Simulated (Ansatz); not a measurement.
# Fields on a plane of ZrN (rock salt)

```
CELL_PARAMETERS angstrom
      0.00000     2.27614     2.27614
      2.27614     0.00000     2.27614
      2.27614     2.27614     0.00000
ATOMIC_POSITIONS crystal
  N  0.00000 0.00000 0.00000
  Zr 0.50000 0.50000 0.50000
```

The slice is a {110} plane (indices of the conventional cell) through the point (0.500, 0.500, 0.500) (fractional), spanned by u = [100] and v = [1 -1 -1] in vectors of this cell: u (3.22 Å) and v (4.55 Å, at 90° to u). It covers one period; positions are fractions (u, v).

Atoms on it: N at (0.00, 0.50); Zr at (0.00, 0.00).

All values below come from PBEsol (plane waves to 420 eV, PAW, scalar-relativistic; Ansatz, an electronic-structure program). k mesh 18×18×18. These are valence fields of a PAW run, semicore shells included where kept as valence: close to a nucleus they are smooth pseudo fields. ZrN is run without spin polarisation. ZrN was relaxed with its symmetry unable to fall.

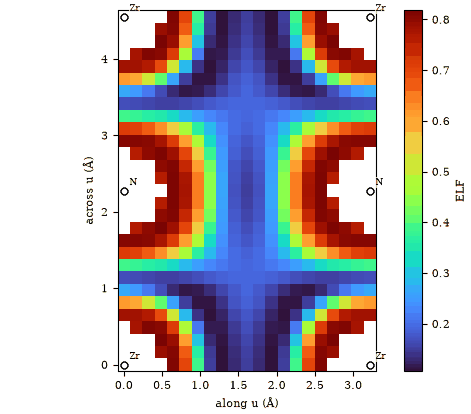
Fig. 1. Electron localisation function (ELF), one period of the plane, atoms marked. Points within 0.5 Å of a nucleus are left white, as the pseudised field means little there.

```
|@@@@%*=:.. ..:=*%@@@|
|@@@@%*=:.   .:=*%@@@|
|@@@%#+-..   ..-+#%@@|
|%%#*+-:.     .:-+*#%|
|***+-:.       .:-+**|
|===-:..       ..:-==|
|---::.         .::--|
|==--:..       ..:--=|
|++==-:..     ..:-==+|
|***+=-:.     .:-=+**|
|%%#*+=:..   ..:=+*#%|
|@@%#*=-:.. ..:-=*#%@|
|@@@%*+-:.. ..:-+*%@@|
|@@@%*+-:.....:-+*%@@|
|@@@%*+-:.. ..:-+*%@@|
|@@%#*=-:.. ..:-=*#%@|
|%%#*+=:..   ..:=+*#%|
|***+=-:.     .:-=+**|
|++==-:..     ..:-==+|
|==--:..       ..:--=|
|---::.         .::--|
|===-:..       ..:-==|
|***+-:.       .:-+**|
|%%#*+-:.     .:-+*#%|
|@@@%#+-..   ..-+#%@@|
|@@@@%*=:.   .:=*%@@@|
|@@@@%*=:.. ..:=*%@@@|
|%@@@%#=:.....:=#%@@@|
```
Scale: ten equal steps from -0.91 (start of ' ') to 0.62 (end of '@'), in the order ' .:-=+*#%@'. Values: log₁₀ of the valence density in e/Å³. The map has 20 points along u (one character each, u = 0 at the left) and 28 along v (v = 0 in the bottom row). The scale is logarithmic, as a density can span decades between atoms and voids.

- Density on the N–Zr line (2.28 Å) at its density minimum, 1.1 Å from N = 0.47 e/Å³
- ELF at that point = 0.2
